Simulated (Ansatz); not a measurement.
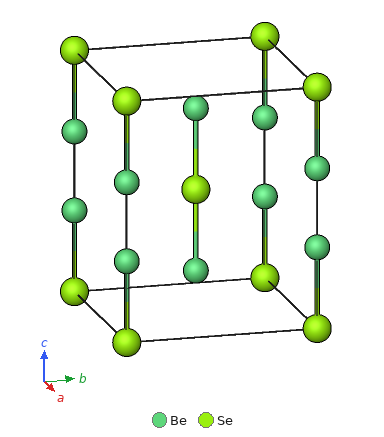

Ball-and-stick representation of a periodic structure, projected slightly off an axis. One conventional unit cell is framed, with atoms on its boundary repeated.

Bonds shown: Be–Se up to 2.57 Å (cut-off distances).

The composition is Be$_{2}$Se.

Describe the environment of the Se atoms.

Answer. Each Se has two Be in a linear arrangement.

How far does the bonding extend?

Answer. The bonds build separate Be2Se groups.

The structure was taken from a textbook structure type filled with these elements (whether it is the usual form wasn't checked). The structure drawn was relaxed with DFT PBE, scalar-relativistic, plane waves, PAW in Ansatz 0.2.0.
